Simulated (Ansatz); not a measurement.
# Glassy Ba4.1Hf30.6O65.3 (121 atoms) under strain: runs compared

Aim: relax glassy Ba4.1Hf30.6O65.3 (121 atoms), then change its volume and shape to read moduli from the stress.

Computed with Ansatz 0.2.0: Kohn-Sham DFT, revPBE, PAW (set soft_2), plane waves.

## Step 1: The cell as built

The cell holds 121 atoms: 5 Ba, 37 Hf and 79 O. Cell: a = 11.844 Å, b = 11.844 Å, c = 11.844 Å, α = 90.0°, β = 90.0°, γ = 90.0°. 121 atoms (5 Ba, 37 Zr, 79 O) placed at random at 5.15 g/cm³, melted at 4500 K for 20 ps at fixed volume with the Morse and Coulomb pair potential with partial charges (Pedone, Malavasi, Menziani, Cormack and Segre, J. Phys. Chem. B 110, 11780 (2006)). Quenched from 4500 K to 300 K at 20 K/ps and fixed volume, held 20 ps at zero pressure. Then Zr was replaced by Hf (the potential has no terms for the new elements, so the cell is a start for a DFT relaxation).

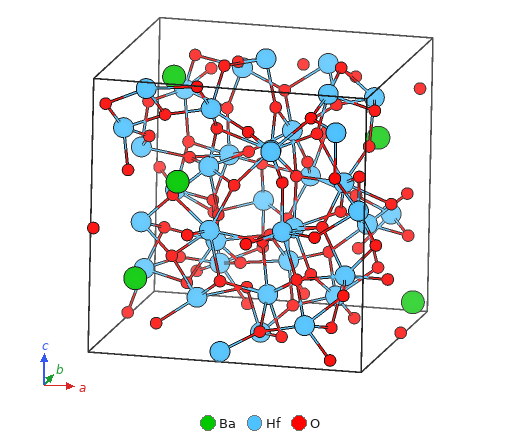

The cell as built. Bonds to atoms that aren't drawn are left out. Some periodic images of atoms are drawn too.

Limits known from the start: The quench rate of 20 K/ps is orders of magnitude faster than experiment, which tends to freeze in extra defects. The starting topology of bonds comes from the classical model, and needn't be the one that DFT or experiment would give. Only the Γ point is sampled. No spin–orbit coupling is included, so levels derived from the heavy atoms are approximate.

## Step 2: The reference run

The reference is a single point at the end of the relaxation.

Every strained cell starts from the geometry of this run, and its atoms are relaxed with the cell held.

Its input, with most atom lines left out:

```yaml
crystal:
  lattice:
    - [12.06717, 0.15271, -0.03255]
    - [0.15271, 11.7916, 0.20127]
    - [-0.03255, 0.20127, 11.80274]
  atoms:
    - { symbol: Ba, position: [0.84397, 0.81781, 0.66685] }
    - { symbol: Ba, position: [0.12473, 0.12323, 0.263] }
    - { symbol: Ba, position: [0.19623, 0.52857, 0.89823] }
    - { symbol: Ba, position: [0.98214, 0.81894, 0.07447] }
    - { symbol: Ba, position: [0.28068, 0.0669, 0.64457] }
    - { symbol: Hf, position: [0.58899, 0.63204, 0.71968] }
    - { symbol: Hf, position: [0.60707, 0.88069, 0.50139] }
    [... atom lines 8 to 121 left out ...]
kpoints:
  mp_grid: { grid: [1, 1, 1] }
hamiltonian:
  xc: revpbe
scf:
  occupations: { method: fixed }
output:
  forces: true
  stress: true
  populations: true
  dos:
    method: { smearing: { sigma: 0.15 } }
    de: 0.1
    projected: { site_lists: { Ba: [Ba], Hf: [Hf], O: [O] } }
  eigenvalues: true
  write_density: true
  write_potential: true
  volumetric_format: npy
```

* free energy per atom: -5429.1544 eV/atom
* r.m.s. force component: 0.00832 eV/Å
* pressure: 0.02543 GPa

Filled and empty levels are parted by 3.78 eV (at Γ alone); a semilocal functional tends to put such gaps too low. In a disordered cell it changes from sample to sample, and tail or defect levels can set it.

## Step 3: The runs

Each row is one run, on 4 threads of Arm Neoverse V1, shared host. The free energy is the program's total, comparable only between runs with the same functional, potentials and atoms.

```
                                 run  atoms    outcome  ionic steps, all passes  free energy (eV)     time  host memory (GiB)
           Single point at the start    121  converged                        -       -656921.128     82 s                3.4
              Cell and atoms relaxed    121  converged                       12       -656927.678   14 min                3.5
Single point at the relaxed geometry    121  converged                        -       -656927.678  2.3 min                3.6
                         Volume -3 %    121  converged                        8       -656927.111   11 min                3.5
                         Volume +3 %    121  converged                       11       -656927.522   16 min                3.7
                         Volume -6 %    121  converged                       12       -656925.554   16 min                3.4
                         Volume +6 %    121  converged                       14       -656926.460   21 min                3.8
                        Volume -10 %    121  converged                       13       -656921.476   16 min                3.3
            Stretched by 1 % along x    121  converged                        6       -656927.617  8.6 min                3.7
           Compressed by 1 % along x    121  converged                        6       -656927.587  8.3 min                3.6
```

In some runs the program notes that the SCF threshold is loose for the stress.

## Step 4: Pressure against volume

Atoms are relaxed at each volume, in the scaled cell.

```
volume change (%)  volume (Å³/atom)  energy change (meV/atom)  pressure (GPa)  largest move on relaxing (Å)  bonds  gap (eV)
              -10            12.486                     51.25           13.65                          1.05    278                3.69
               -6            13.041                     17.55            7.01                          0.61    274                3.83
               -3            13.457                      4.68            3.60                          0.16    270                3.80
               +0            13.873                      0.00            0.03                             -    267                3.78
               +3            14.289                      1.29           -2.10                          0.80    264                3.84
               +6            14.706                     10.06           -4.38                          0.87    262                3.85
```

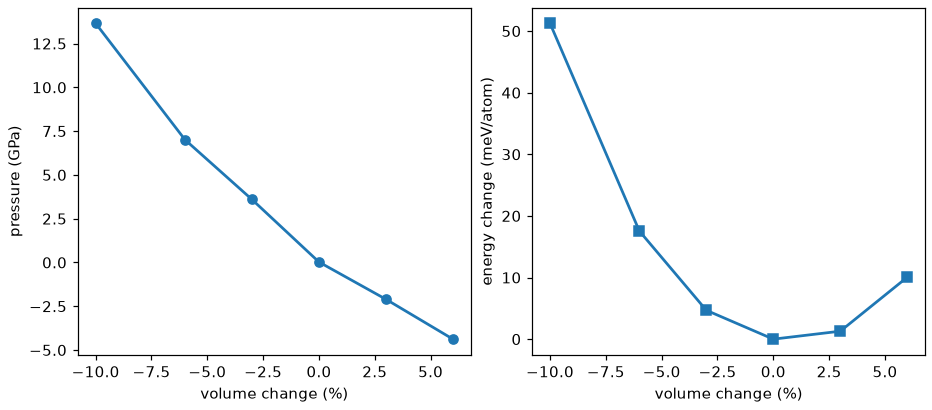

Pressure and energy against volume.

## Step 5: Uniaxial strain and shear

Stress (GPa, compression positive) less that of the relaxed cell, atoms relaxed:

```
                   strain      xx      yy      zz      xy  energy change (meV/atom)
 stretched by 1 % along x  -1.175  -0.602  -0.640   0.174                      0.51
compressed by 1 % along x   1.639   0.697   0.776  -0.132                      0.75
```

## Step 6: Findings

The bulk modulus, from the slope of pressure against ln V over the three points nearest the relaxed volume, is 95.1 GPa; between neighbouring points the slope runs 153, 109, 117, 72 and 79 GPa from the smallest volume up, without a steady fall, so no pressure derivative is given. The count of bonds runs from 262 to 278 over the series, so at some points contacts cross the cutoffs. At -10 %, -6 %, +3 % and +6 % some atom moved by over 0.5 Å on relaxing, so those points may sit in another local minimum. The curvature of the energy over the same three points gives 76.7 GPa instead, so stress and energy disagree and the modulus is uncertain by that much. The gap goes from 3.69 eV at the smallest volume to 3.85 eV at the largest, not monotonically (lowest 3.69, highest 3.85 eV), on the run's k-points. Stretch and compression disagree (xx stress changes of -1.17 and 1.64 GPa), so C11 is only a mean of unlike responses. In the Cartesian axes of the cell, finite differences give C11 = 141, C12 = 65.0 and C13 = 70.8 GPa.

Caveats: Strains are finite and relaxations stop at the force tolerance of the input, which can leave moduli too stiff; they are those of a static cell at zero temperature. Volumes are changed with the cell's shape held, so in an anisotropic solid the modulus lies over the one under free hydrostatic load. The program notes that the SCF threshold of the relaxations is loose for the stress.

The DFT runs together took 1.9 h of wall time.

[Logs are printed without paths, hosts, clocks, repeated set-up lines and the standing remarks that a program may print on its own settings, such as how far it seeks lower states.]

[Hosts, paths, dates, database ids (printed as entryN), source tags and the programs' standing remarks are cut or masked in the printed files.]
